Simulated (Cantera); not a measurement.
A closed system holds: 1 mol V, 2.1 mol O2, 34 mol N2, equilibrated at 6.60 Pa.

Method: chemical equilibrium by Gibbs-energy minimisation in Cantera with the NASA 1993 tables (ideal gas, pure condensed phases). Candidate condensed phases: V, VN, VO, V2O3, V2O4, V2O5; 13 gas species. Condensed phases not in the tables: the oxides between V2O3 and V2O5 other than VO2. Rates play no part.

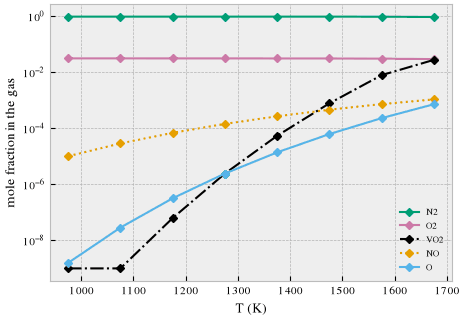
Equilibrium gas composition (values under 1e-9 drawn at 1e-9)

From 975 K to 1575 K the condensed part is V2O4(s). At 1675 K nothing is condensed.
